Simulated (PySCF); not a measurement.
# Geometry relaxation of AlH4O4

System: AlH4O4, multiplicity 2.
Method: PBE0-D3(BJ)/def2-SVPD geometry optimisation, gas phase (PySCF 2.14.0).

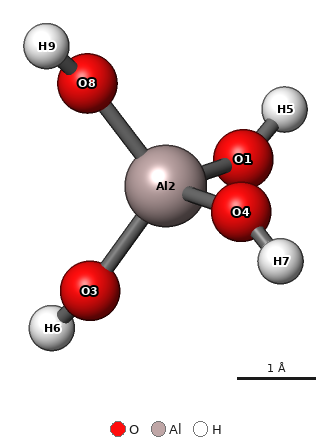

Figure 1. The structure as given in the input (ball-and-stick view, seen at a tilt; atoms are numbered from 1 in the order of the input). Sticks mark near contacts. Bond lengths as drawn: Al–O 1.67 to 1.74 Å and H–O 0.93 to 0.96 Å.

## Results in brief

- outcome: converged
- total energy: −545.149027 hartree
- ⟨S²⟩: 0.758
- dipole moment: 0.19 D
- point group: C2
- hardware: 1 CPU thread, shared host
- wall time: 5 min
- peak memory: 0.62 GiB

## Input
```
{"job": {"xc": "PBE0", "basis": "def2-SVPD", "d3": "d3bj", "grid": 2, "kind": "geom", "shake": 0.01}, "charge": 0, "multiplicity": 2, "parts": [{"atoms": "0-6", "charge": 0, "multiplicity": 1}, {"atoms": "7-8", "charge": 0, "multiplicity": 2}]}
O     -1.296914     0.373165     0.848062
Al     0.232031    -0.276827     0.650662
O      0.335534    -1.078704    -0.852814
O      1.404645     1.000831     0.718239
H     -1.980030     0.689245     1.443468
H     -0.069533    -1.607097    -1.502952
H      1.825600     1.683522     0.246744
O      0.559700    -1.396676     1.885218
H      1.195906    -1.858576     2.414672
```

The first line tells a small driver script what to run in PySCF; the rest is the geometry in Å.

Command:
```bash
OMP_NUM_THREADS=1 python <driver script> task.json out
```

## What the program printed
```
step   0  E = -545.11454862  max force = 0.040234
step   1  E = -545.12746388  max force = 0.007107
step   2  E = -545.12875504  max force = 0.008191
step   3  E = -545.13207980  max force = 0.010005
step   4  E = -545.13361073  max force = 0.011432
step   5  E = -545.13441562  max force = 0.011206
step   6  E = -545.13530812  max force = 0.009819
step   7  E = -545.13831726  max force = 0.005999
step   8  E = -545.14216522  max force = 0.007002
step   9  E = -545.14482159  max force = 0.008435
step  10  E = -545.13271713  max force = 0.056505
step  11  E = -545.14765460  max force = 0.011967
step  12  E = -545.14857651  max force = 0.003444
step  13  E = -545.14872682  max force = 0.001365
step  14  E = -545.14879123  max force = 0.000612
step  15  E = -545.14886322  max force = 0.001455
step  16  E = -545.14892076  max force = 0.001639
step  17  E = -545.14899298  max force = 0.001209
step  18  E = -545.14902116  max force = 0.000476
step  19  E = -545.14902723  max force = 0.000164
optimisation converged
```

## Trajectory as extended XYZ (Å, eV, eV/Å), 20 frames, from step=0 to step=19
```
9
Properties=species:S:1:pos:R:3:forces:R:3 step=0 energy=-14833.32241
O    -1.2969    0.3732    0.8481   -2.0689   0.7943   0.2671
Al    0.2320   -0.2768    0.6507    0.8620   0.3253  -0.2257
O     0.3355   -1.0787   -0.8528    1.0542   0.2637   0.2151
O     1.4046    1.0008    0.7182   -0.1300  -0.8450   0.9985
H    -1.9800    0.6893    1.4435    0.4679  -0.1151  -0.1193
H    -0.0695   -1.6071   -1.5030   -0.7662  -0.6838  -0.9184
H     1.8256    1.6835    0.2467    0.4644   1.0683  -0.9345
O     0.5597   -1.3967    1.8852   -0.1922  -0.8246   0.5762
H     1.1959   -1.8586    2.4147    0.3089   0.0169   0.1411
9
Properties=species:S:1:pos:R:3:forces:R:3 step=1 energy=-14833.67385
O    -1.3719    0.4205    0.7935   -0.1026  -0.1566  -0.3655
Al    0.2262   -0.2689    0.6479    0.0421   0.3413   0.0544
O     0.4574   -1.0815   -0.8841    0.2454  -0.1642   0.0263
O     1.4310    1.0069    0.7914    0.1953  -0.1299   0.1623
H    -1.8727    0.6801    1.5618    0.0339   0.0997   0.2625
H    -0.0852   -1.5863   -1.4884   -0.1747   0.1052   0.0064
H     1.7401    1.6572    0.1594   -0.1856  -0.0177  -0.0773
O     0.4653   -1.4721    1.8993   -0.2136  -0.2202  -0.1151
H     1.2170   -1.8273    2.3704    0.1597   0.1425   0.0461
9
Properties=species:S:1:pos:R:3:forces:R:3 step=2 energy=-14833.70898
O    -1.3733    0.4140    0.7778   -0.2049  -0.1253  -0.1673
Al    0.2289   -0.2714    0.6481   -0.0129   0.4212   0.0695
O     0.4686   -1.0867   -0.8815    0.2334  -0.2081  -0.0261
O     1.4396    0.9927    0.8075    0.2089  -0.1293   0.1390
H    -1.8517    0.6856    1.5611    0.1241   0.0518   0.0745
H    -0.1032   -1.5611   -1.4844   -0.1657   0.1028  -0.0036
H     1.7154    1.6469    0.1647   -0.1496   0.0201  -0.0676
O     0.4585   -1.4857    1.8904   -0.1421  -0.2886  -0.0450
H     1.2244   -1.8054    2.3674    0.1089   0.1556   0.0265
9
Properties=species:S:1:pos:R:3:forces:R:3 step=3 energy=-14833.79946
O    -1.3917    0.3205    0.6721    0.1609   0.0627   0.5145
Al    0.2521   -0.2984    0.6473   -0.3373   0.2767   0.0444
O     0.5116   -1.1746   -0.8648   -0.0152  -0.0598  -0.3028
O     1.5304    0.8579    0.9020   -0.0719  -0.0469  -0.0666
H    -1.6396    0.7355    1.5130   -0.0823  -0.1137  -0.4880
H    -0.2519   -1.2957   -1.4411   -0.0274  -0.1269  -0.0660
H     1.4928    1.5686    0.2595    0.2485   0.2983   0.0372
O     0.4540   -1.6150    1.8070    0.1757  -0.1413   0.3865
H     1.2495   -1.5700    2.3563   -0.0511  -0.1492  -0.0594
9
Properties=species:S:1:pos:R:3:forces:R:3 step=4 energy=-14833.84111
O    -1.3889    0.3556    0.7039   -0.0388  -0.1278   0.1931
Al    0.2416   -0.2825    0.6489   -0.1657   0.5878   0.0949
O     0.4929   -1.1390   -0.8744    0.0947  -0.1993  -0.1262
O     1.4987    0.9163    0.8758    0.0451  -0.1473  -0.0817
H    -1.7468    0.7232    1.5192    0.0686  -0.0164  -0.2336
H    -0.2182   -1.4255   -1.4556   -0.0666   0.0317   0.0068
H     1.6051    1.6245    0.2371    0.0135   0.0584   0.0793
O     0.4556   -1.5651    1.8447    0.0521  -0.2377   0.0987
H     1.2672   -1.6787    2.3516   -0.0031   0.0505  -0.0313
9
Properties=species:S:1:pos:R:3:forces:R:3 step=5 energy=-14833.86302
O    -1.3966    0.3344    0.6892    0.0394  -0.1193   0.1911
Al    0.2421   -0.2789    0.6497   -0.1583   0.5763   0.0913
O     0.4860   -1.1570   -0.8703    0.0748  -0.1551  -0.1136
O     1.5143    0.8997    0.8854   -0.0235  -0.1487  -0.1074
H    -1.7422    0.7388    1.4916    0.0297  -0.0213  -0.2224
H    -0.2509   -1.4088   -1.4376   -0.0501  -0.0064   0.0181
H     1.5976    1.6339    0.2729    0.0369   0.0431   0.0973
O     0.4687   -1.5794    1.8335    0.0465  -0.1782   0.0906
H     1.2883   -1.6540    2.3368    0.0047   0.0098  -0.0450
9
Properties=species:S:1:pos:R:3:forces:R:3 step=6 energy=-14833.88730
O    -1.4486    0.1897    0.6137    0.2422   0.2152   0.0511
Al    0.2325   -0.2085    0.6619    0.1446  -0.5049  -0.0814
O     0.3937   -1.2904   -0.7971    0.0429   0.3790  -0.0539
O     1.6037    0.8123    0.9247   -0.3045   0.1832  -0.0322
H    -1.8096    0.8371    1.2159   -0.2312   0.0640   0.0374
H    -0.4765   -1.3699   -1.2233    0.0636  -0.3544   0.1486
H     1.6384    1.7085    0.5887    0.1349  -0.0119   0.0409
O     0.6018   -1.6400    1.7276   -0.1751   0.3144   0.1006
H     1.4718   -1.5100    2.1392    0.0826  -0.2847  -0.2109
9
Properties=species:S:1:pos:R:3:forces:R:3 step=7 energy=-14833.96918
O    -1.4369    0.2596    0.6422    0.2569  -0.0585   0.0019
Al    0.2311   -0.2173    0.6594   -0.0153   0.3085   0.0397
O     0.4323   -1.2350   -0.8200    0.0754   0.0602   0.0370
O     1.5668    0.8639    0.9154   -0.2199  -0.0674  -0.0761
H    -1.8189    0.8265    1.3100   -0.0947   0.0564   0.0027
H    -0.3945   -1.4605   -1.2705   -0.0039  -0.1704   0.1012
H     1.6454    1.7185    0.4899    0.0285  -0.0466   0.0685
O     0.5500   -1.6109    1.7636   -0.1169   0.0353  -0.0511
H     1.4320   -1.6160    2.1611    0.0898  -0.1174  -0.1238
9
Properties=species:S:1:pos:R:3:forces:R:3 step=8 energy=-14834.07389
O    -1.4505    0.2821    0.6430    0.2414  -0.1234  -0.0778
Al    0.2185   -0.1590    0.6680    0.0097   0.3601   0.0486
O     0.4218   -1.2487   -0.7705    0.1225   0.0012   0.1441
O     1.5636    0.8974    0.9257   -0.1688  -0.0741  -0.0476
H    -1.8888    0.8763    1.2442   -0.0844   0.1242   0.0882
H    -0.4080   -1.6011   -1.1243    0.0092  -0.1365   0.1292
H     1.6911    1.7775    0.5744   -0.0413  -0.0593   0.0324
O     0.5678   -1.6038    1.7099   -0.1847  -0.0096  -0.1787
H     1.4918   -1.6919    1.9809    0.0964  -0.0826  -0.1384
9
Properties=species:S:1:pos:R:3:forces:R:3 step=9 energy=-14834.14618
O    -1.4507    0.3106    0.6441    0.0724   0.0103   0.0460
Al    0.2140   -0.1276    0.6727   -0.0794   0.4337   0.0598
O     0.4399   -1.2574   -0.7248    0.1194  -0.0992   0.0354
O     1.5541    0.9210    0.9351   -0.0678  -0.0323  -0.0229
H    -1.8938    0.9093    1.2423    0.0041   0.0113  -0.0377
H    -0.3776   -1.6779   -1.0291    0.0209  -0.1226   0.1193
H     1.6773    1.8019    0.5879   -0.0187   0.0077   0.0221
O     0.5540   -1.6076    1.6580   -0.0716  -0.1352  -0.0760
H     1.4899   -1.7434    1.8652    0.0209  -0.0738  -0.1460
9
Properties=species:S:1:pos:R:3:forces:R:3 step=10 energy=-14833.81680
O    -1.4543    0.4307    0.6586   -0.2830   0.2033   0.2054
Al    0.1949   -0.0019    0.6931   -0.2334   0.1237   0.0207
O     0.5168   -1.3402   -0.4806   -0.2800   0.0259  -2.9056
O     1.5159    1.0304    0.9642    0.2470   0.1138   0.0268
H    -1.9087    1.0507    1.2324    0.1247  -0.1242  -0.1857
H    -0.2035   -1.9852   -0.5278    0.0940   0.2035  -0.3152
H     1.6181    1.9199    0.6393    0.0287   0.1574   0.0087
O     0.5036   -1.6436    1.3853    0.5467  -0.7697   2.7896
H     1.4244   -1.9320    1.2867   -0.2448   0.0663   0.3552
9
Properties=species:S:1:pos:R:3:forces:R:3 step=11 energy=-14834.22327
O    -1.4520    0.3752    0.6515   -0.1074   0.0951   0.1159
Al    0.2039   -0.0621    0.6833   -0.1500   0.2848   0.0409
O     0.4843   -1.3050   -0.6033    0.0190  -0.0672  -0.6154
O     1.5329    0.9795    0.9503    0.0936   0.0380   0.0047
H    -1.9014    0.9813    1.2404    0.0629  -0.0489  -0.1161
H    -0.3025   -1.8284   -0.8138    0.0666  -0.0572   0.0778
H     1.6469    1.8632    0.6103    0.0045   0.0782   0.0205
O     0.5265   -1.6335    1.5213    0.1013  -0.2805   0.5694
H     1.4687   -1.8415    1.6111   -0.0906  -0.0422  -0.0976
9
Properties=species:S:1:pos:R:3:forces:R:3 step=12 energy=-14834.24835
O    -1.4517    0.3764    0.6608   -0.0807   0.0655   0.1058
Al    0.2040   -0.0670    0.6828   -0.0941   0.1771   0.0258
O     0.4746   -1.2807   -0.6482    0.0256  -0.1132  -0.0156
O     1.5321    0.9813    0.9434    0.0637   0.0146  -0.0146
H    -1.8929    0.9951    1.2422    0.0599  -0.0473  -0.0988
H    -0.2878   -1.8532   -0.8134    0.0120  -0.0118   0.0042
H     1.6361    1.8708    0.6143   -0.0055   0.0498   0.0192
O     0.5282   -1.6249    1.5681    0.0630  -0.1305  -0.0143
H     1.4646   -1.8691    1.6013   -0.0438  -0.0041  -0.0117
9
Properties=species:S:1:pos:R:3:forces:R:3 step=13 energy=-14834.25244
O    -1.4521    0.3895    0.6685   -0.0573   0.0189   0.0702
Al    0.2018   -0.0576    0.6849   -0.0479   0.0661   0.0102
O     0.4789   -1.2893   -0.6363    0.0047  -0.0589  -0.0159
O     1.5284    0.9944    0.9413    0.0535   0.0050  -0.0250
H    -1.8879    1.0199    1.2397    0.0373  -0.0141  -0.0629
H    -0.2680   -1.8884   -0.7734   -0.0044   0.0106  -0.0270
H     1.6229    1.8893    0.6233   -0.0109   0.0310   0.0235
O     0.5262   -1.6324    1.5528    0.0456  -0.0663   0.0001
H     1.4571   -1.8968    1.5504   -0.0206   0.0076   0.0268
9
Properties=species:S:1:pos:R:3:forces:R:3 step=14 energy=-14834.25420
O    -1.4518    0.3901    0.6721   -0.0201  -0.0282   0.0315
Al    0.2017   -0.0595    0.6851   -0.0102   0.0137   0.0019
O     0.4781   -1.2958   -0.6360    0.0045  -0.0085  -0.0035
O     1.5282    0.9955    0.9387    0.0308  -0.0086  -0.0312
H    -1.8823    1.0311    1.2337    0.0107   0.0222  -0.0262
H    -0.2715   -1.8897   -0.7808   -0.0032   0.0052  -0.0107
H     1.6151    1.8952    0.6311   -0.0149   0.0126   0.0260
O     0.5293   -1.6385    1.5511    0.0045  -0.0110   0.0016
H     1.4606   -1.8996    1.5562   -0.0021   0.0025   0.0106
9
Properties=species:S:1:pos:R:3:forces:R:3 step=15 energy=-14834.25615
O    -1.4514    0.3882    0.6811    0.0209  -0.0748  -0.0069
Al    0.2019   -0.0641    0.6852    0.0356  -0.0475  -0.0079
O     0.4755   -1.3056   -0.6368    0.0047   0.0493   0.0243
O     1.5287    0.9956    0.9306   -0.0027  -0.0272  -0.0349
H    -1.8701    1.0556    1.2186   -0.0144   0.0548   0.0098
H    -0.2766   -1.8943   -0.7890   -0.0026  -0.0008   0.0078
H     1.5971    1.9059    0.6501   -0.0161  -0.0075   0.0247
O     0.5353   -1.6471    1.5500   -0.0439   0.0555  -0.0103
H     1.4669   -1.9054    1.5615    0.0185  -0.0018  -0.0067
9
Properties=species:S:1:pos:R:3:forces:R:3 step=16 energy=-14834.25772
O    -1.4510    0.3833    0.6914    0.0352  -0.0843  -0.0192
Al    0.2026   -0.0687    0.6852    0.0534  -0.0705  -0.0116
O     0.4725   -1.3127   -0.6371    0.0050   0.0680   0.0348
O     1.5298    0.9941    0.9198   -0.0209  -0.0307  -0.0319
H    -1.8576    1.0801    1.1996   -0.0232   0.0610   0.0218
H    -0.2805   -1.9000   -0.7905   -0.0012  -0.0026   0.0152
H     1.5781    1.9153    0.6721   -0.0118  -0.0161   0.0196
O     0.5409   -1.6525    1.5496   -0.0606   0.0781  -0.0159
H     1.4725   -1.9102    1.5610    0.0242  -0.0029  -0.0129
9
Properties=species:S:1:pos:R:3:forces:R:3 step=17 energy=-14834.25969
O    -1.4505    0.3729    0.7093    0.0315  -0.0568  -0.0143
Al    0.2042   -0.0750    0.6848    0.0469  -0.0600  -0.0102
O     0.4676   -1.3200   -0.6365    0.0084   0.0552   0.0285
O     1.5321    0.9908    0.8999   -0.0295  -0.0206  -0.0217
H    -1.8407    1.1137    1.1659   -0.0212   0.0410   0.0186
H    -0.2852   -1.9086   -0.7853   -0.0003  -0.0036   0.0151
H     1.5517    1.9262    0.7081   -0.0008  -0.0156   0.0093
O     0.5484   -1.6562    1.5498   -0.0515   0.0622  -0.0135
H     1.4798   -1.9149    1.5553    0.0166  -0.0017  -0.0117
9
Properties=species:S:1:pos:R:3:forces:R:3 step=18 energy=-14834.26045
O    -1.4504    0.3659    0.7195    0.0151  -0.0163  -0.0016
Al    0.2053   -0.0775    0.6841    0.0183  -0.0214  -0.0036
O     0.4661   -1.3215   -0.6353    0.0087   0.0200   0.0101
O     1.5338    0.9886    0.8868   -0.0189  -0.0055  -0.0131
H    -1.8347    1.1275    1.1473   -0.0103   0.0108   0.0058
H    -0.2854   -1.9135   -0.7773    0.0005  -0.0019   0.0064
H     1.5416    1.9298    0.7255    0.0056  -0.0071   0.0037
O     0.5500   -1.6548    1.5506   -0.0245   0.0218  -0.0048
H     1.4810   -1.9158    1.5499    0.0055  -0.0004  -0.0028
9
Properties=species:S:1:pos:R:3:forces:R:3 step=19 energy=-14834.26062
O    -1.4504    0.3633    0.7222    0.0044   0.0040   0.0041
Al    0.2057   -0.0776    0.6835    0.0006   0.0023   0.0006
O     0.4674   -1.3212   -0.6341    0.0061  -0.0002  -0.0005
O     1.5344    0.9879    0.8812   -0.0084   0.0016  -0.0081
H    -1.8348    1.1295    1.1423   -0.0031  -0.0040  -0.0017
H    -0.2831   -1.9152   -0.7731    0.0006  -0.0012   0.0002
H     1.5413    1.9303    0.7279    0.0062  -0.0016   0.0020
O     0.5481   -1.6527    1.5518   -0.0048  -0.0013   0.0009
H     1.4788   -1.9154    1.5495   -0.0016   0.0003   0.0025
```

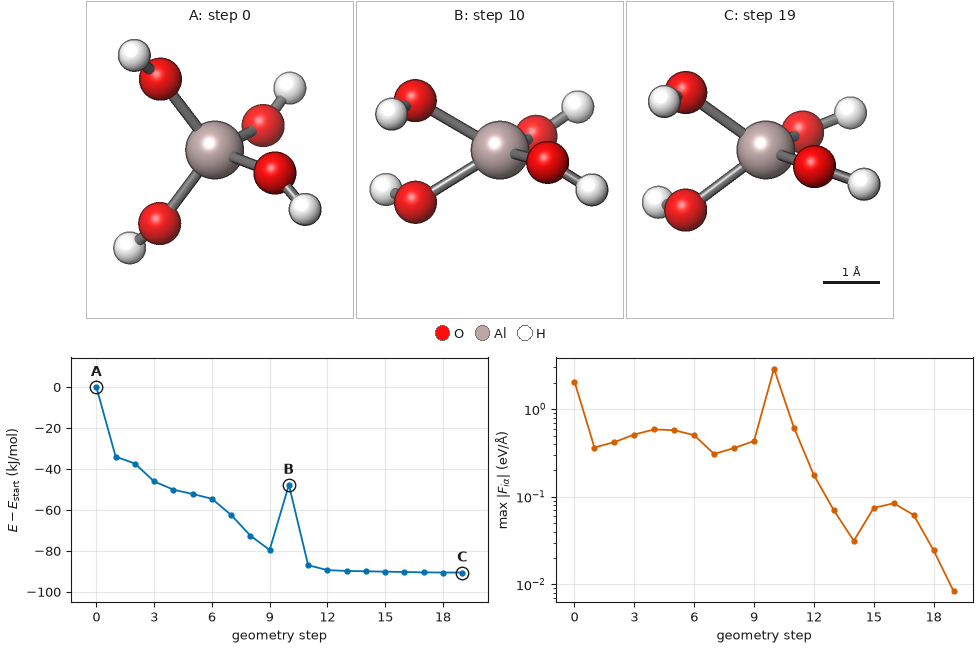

Figure 2. Frames of the relaxation (ball-and-stick view, seen on its broad side) above the curves, on which the letters mark them (steps are counted from 0).

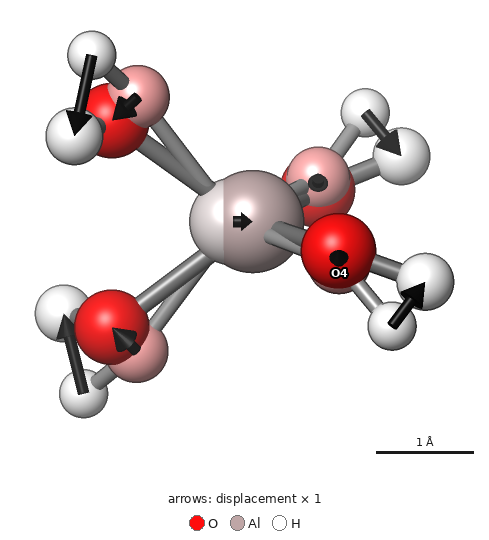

Figure 3. Start (faint) and end (solid) with the displacements as black arrows, at true length (ball-and-stick view, seen on its broad side). The two geometries are laid on each other by the best rigid fit. The energy falls by 90.5 kJ/mol in 19 geometry steps. The largest force component goes from 2.1 to 0.0084 eV/Å. The largest moves after the best rigid fit, 0.86 Å, are those of H6 and H9. By element the largest moves are H 0.86 Å, O 0.39 Å, Al 0.20 Å. Among the contacts that change: Al2–O8 1.699 → 1.831 Å, Al2–O3 1.707 → 1.831 Å, O1–Al2 1.673 → 1.714 Å, O3–H6 0.931 → 0.967 Å. Among the angles that change: Al2–O8–H9 148.9° → 114.4°, O3–Al2–O8 108.6° → 74.3°, Al2–O1–H5 148.4° → 127.3°. (Atoms are counted from 1 in the order of the input.)
